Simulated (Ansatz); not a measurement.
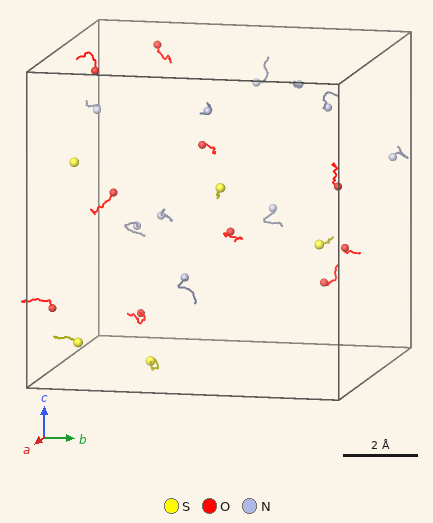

First-principles dynamics of a periodic cell with 5 SO2 + 5 N2 at 1.158 g/cm³, 190 fs long. It starts from the last geometry of an earlier run, with fresh velocities. Lines trace each atom's path, in the colour of its element; spheres stand at the starting positions. Seen slightly off an axis in the simulation cell.

Computed with DFT PBEsol, scalar-relativistic, plane waves, PAW (Ansatz). Settings: plane-wave cutoff 420 eV; k-point mesh 1 × 1 × 1; Fermi-Dirac smearing 0.02 eV; low-accuracy preset; Langevin thermostat (NVT); set temperature 350 K; time step 1 fs; friction 0.02 per fs.

Input
```yaml
accuracy: low
crystal:
  lattice:
    - [8.706588, 0.0, 0.0]
    - [0.0, 8.706588, 0.0]
    - [0.0, 0.0, 8.706588]
  atoms:
    - { symbol: S, position: [0.64976619, 0.07161838, 0.65958437] }
    - { symbol: O, position: [0.67818707, 0.20399542, 0.5734117] }
    - { symbol: O, position: [0.7553192, -0.05905437, 0.63348539] }
    - { symbol: S, position: [0.44040482, 0.26761197, 0.0033386] }
    - { symbol: O, position: [0.27618264, 0.25158105, -0.02341265] }
    - { symbol: O, position: [0.48180693, 0.2460355, 0.16062253] }
    - { symbol: S, position: [0.95680589, 0.15502228, 0.14341295] }
    - { symbol: O, position: [0.89669356, 0.19545448, -0.00493963] }
    - { symbol: O, position: [0.86244468, 0.05079328, 0.23222542] }
    - { symbol: S, position: [0.67780104, 0.546312, 0.60147833] }
    - { symbol: O, position: [0.58926616, 0.46755062, 0.71982675] }
    - { symbol: O, position: [0.60240924, 0.56118983, 0.45079968] }
    - { symbol: S, position: [0.35876186, 0.78922962, 0.37806604] }
    - { symbol: O, position: [0.48738112, 0.90135485, 0.39351609] }
    - { symbol: O, position: [0.27486699, 0.78471815, 0.24392574] }
    - { symbol: "N", position: [0.09658488, 1.01621927, 0.73126025] }
    - { symbol: "N", position: [0.09894177, 0.96459646, 0.61864865] }
    - { symbol: "N", position: [0.04473826, 0.56770737, 0.43308791] }
    - { symbol: "N", position: [-0.03692628, 0.49807394, 0.36286328] }
    - { symbol: "N", position: [0.00574359, 0.50618861, 0.82162716] }
    - { symbol: "N", position: [-0.08776251, 0.55966104, 0.88438161] }
    - { symbol: "N", position: [0.37094053, 0.72760048, 0.88498648] }
    - { symbol: "N", position: [0.41805944, 0.83038581, 0.82366399] }
    - { symbol: "N", position: [0.26314552, 0.26032782, 0.43379392] }
    - { symbol: "N", position: [0.18951739, 0.16584691, 0.38545426] }
basis:
  ecutwfc: 420.0
kpoints:
  mp_grid: { grid: [1, 1, 1] }
hamiltonian:
  xc: pbesol
scf:
  occupations: { method: fermi_dirac, width: 0.02 }
  lower_state_search: "off"
md:
  timestep: 1
  n_steps: 190
  ensemble: nvt_langevin
  temperature: 350.0
  initial_velocities: maxwell_boltzmann
  seed: 994423
  friction: 0.02
```

Command:
```bash
ansatz run input.yaml --threads 1 --pin off --max-ram 3072MiB --backend cpu --events-out ev --progress --plain --runs-dir out
```

Q: What do the traces tell about the motion?

A: In the second half of the run the atoms are, in the root-mean-square, this far from where they began (common drift taken out): O 0.60 Å, N 0.47 Å, S 0.42 Å. The heavy atoms stay within a fraction of a molecule's size of their starting places; so short a run doesn't tell a liquid from a solid. The mean temperature in the second half is 405 K (standard deviation 40 K). The potential energy in the second half lies on average 2.9 meV per atom below the first frame.

Limits of the set-up: the program's low-accuracy preset was used.

The run took 11 min on 1 thread of Arm Neoverse V2 (shared host), peak memory 0.57 GiB.
